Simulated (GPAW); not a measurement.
# Polarising Si/Rh(110) with a field along the normal

The dipole of the cell at several fields, atoms fixed. What does the strongest field give, and what length does the slope stand for?

How it was computed: GPAW 26.7.0, plane waves (400 eV), PAW setups, PBE, 8×12 mesh, a dipole layer in the vacuum; geometry relaxed without an applied field with GPAW. The cell's area is 10.21 Å², and e/ε0 = 180.95 V Å.

The runs, one held back:

| field (V/Å) | dipole (e Å) |
| --- | --- |
| −0.2 | −0.1107 |
| −0.1 | −0.0563 |
| −0.05 | −0.0292 |
| 0.05 | 0.0252 |
| 0.1 | 0.0523 |
| 0.2 | 0.1068 |
| 0.3 | ? |

To predict: What is the dipole at 0.3 V/Å?

Worked answer. A line through the 6 points has the slope α = 0.544 e Å per V/Å and the intercept p₀ = −0.0020 e Å (r.m.s. residual 4.7e−05). At 0.3 V/Å it gives p = −0.0020 + 0.544 × 0.3 = 0.1611 e Å; the run gives 0.1614 e Å, so the response stays linear to 0.2 % of the induced part. Dividing by ε0 and the area: α/(ε0 A) = 0.544 × 180.95 / 10.21 = 9.63 Å, against 6.72 Å between the outer nuclei.

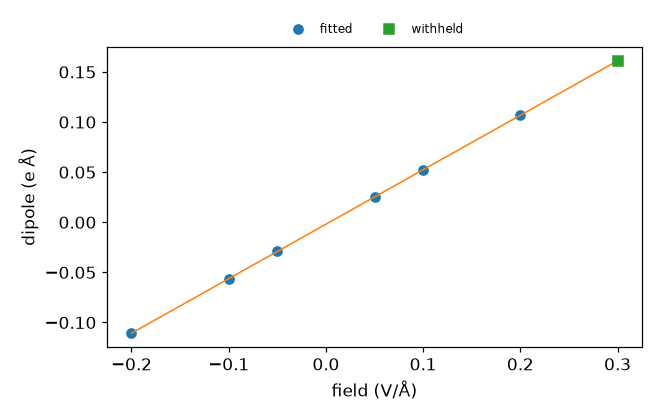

The line and the withheld run.

Caveats: This is the electronic response alone; ions that move would add to it in polar layers. No run was spin-polarised, so magnetic states weren't tested.
